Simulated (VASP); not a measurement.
Band structure of MoS₂ (2H layered). Computed with r2SCAN meta-GGA, VASP's PBE PAW potentials (set 64) (plane waves; VASP).

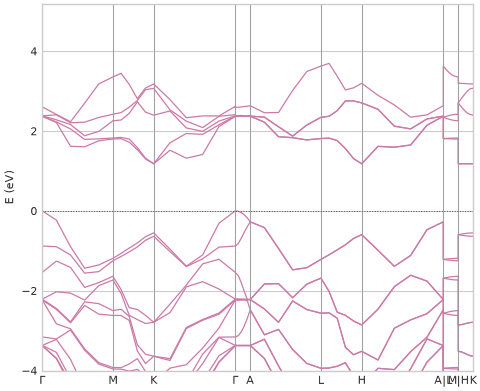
*Bands along high-symmetry lines, zero at the valence-band maximum or, without a gap, the Fermi level*

**Question.** Read the plot: is there a gap, and where are the band edges?

**Answer.** The gap is indirect, 1.18 eV, from the valence maximum at Γ to the conduction minimum at K.

Measured: gap 1.29 eV (computed value off by -0.11 eV), as given by Wei Chen et al., Physical Review Materials (2018), doi:10.1103/physrevmaterials.2.073803.

The compound is MoS2 in the 2H layered structure. It was relaxed first, which changed the volume by +7 %.
